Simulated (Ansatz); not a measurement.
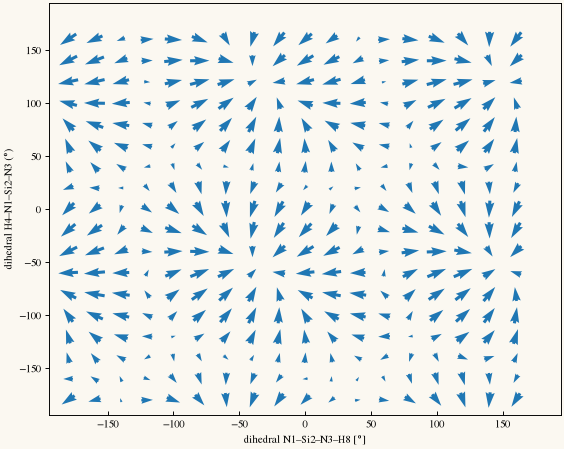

H6N2Si, SMILES N[SiH2]N. Coordinates scanned: (1) dihedral N1–Si2–N3–H8; (2) dihedral H4–N1–Si2–N3. Nothing is relaxed (all other coordinates rigid). The scan uses an 18 × 18 grid. These are results of Ansatz 0.2.0, RHF/def2-SVP, not measurements.

In the figure: arrows along the force (downhill), their lengths compressed.

**The arrows alone are given. Where are the wells?**

The arrows converge at about dihedral N1–Si2–N3–H8 = 150°, dihedral H4–N1–Si2–N3 = −55°; about dihedral N1–Si2–N3–H8 = −35°, dihedral H4–N1–Si2–N3 = −55° (0.6 kcal/mol up); about dihedral N1–Si2–N3–H8 = 150°, dihedral H4–N1–Si2–N3 = 120° (0.7 kcal/mol up); about dihedral N1–Si2–N3–H8 = −35°, dihedral H4–N1–Si2–N3 = 125° (1.5 kcal/mol up) (read from the interpolated surface).

The energy map of the same scan:

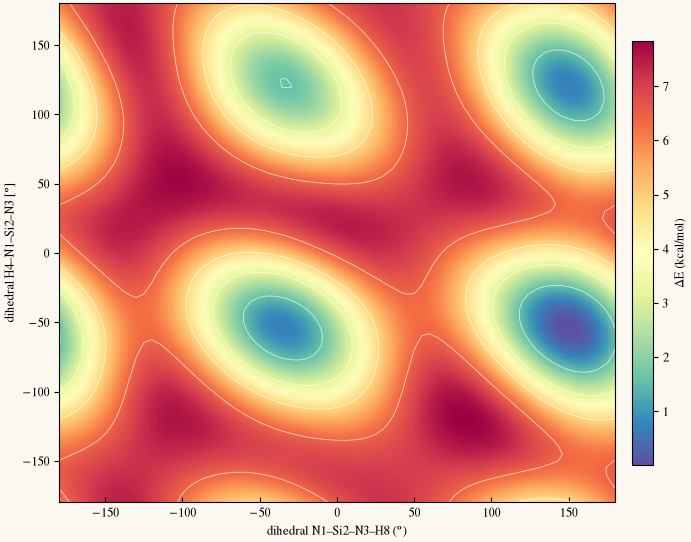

Energies are in kcal/mol, from the relaxed molecule at the same level; between grid points the surface is interpolated.
